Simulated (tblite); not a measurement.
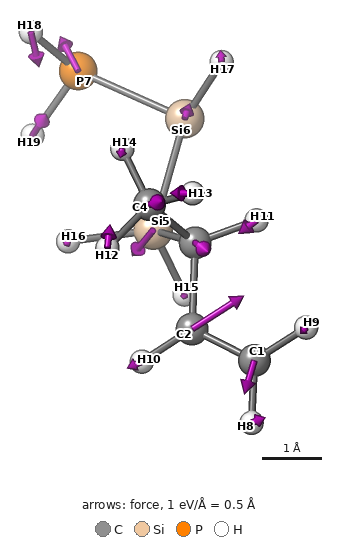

Starting geometry of C$_{4}$H$_{12}$PSi$_{2}$ (multiplicity 2) with the computed forces as purple arrows. Style: ball-and-stick. Shown from a free direction.

Theory: tblite 0.8.0, GFN2-xTB geometry optimisation, gas phase. 

Q: What follows when this structure is relaxed?

A: It isn't relaxed: the largest force vector, on a C atom, is 2.13 eV/Å. The final displacements have little in common with the starting forces (cosine between the two patterns 0.28). The largest move after the best rigid fit is that of an H atom, 3.07 Å. Largest moves by element: H 3.07 Å, Si 1.03 Å, C 0.60 Å, P 0.42 Å. Among the contacts that change: Si–Si 2.217 → 2.316 Å, C–Si 1.829 → 1.922 Å, H–P 1.456 → 1.383 Å, P–Si 2.198 → 2.237 Å. Bond angles that change, for instance: H–P–H 108.1° → 92.4°, Si–P–H 109.6° → 95.6°, Si–P–H 108.8° → 96.5°. Groups turn about P–Si by about 130°, Si–Si by about 50°, C–C by about 35°. After 278 geometry steps the energy has fallen by 120.8 kJ/mol.
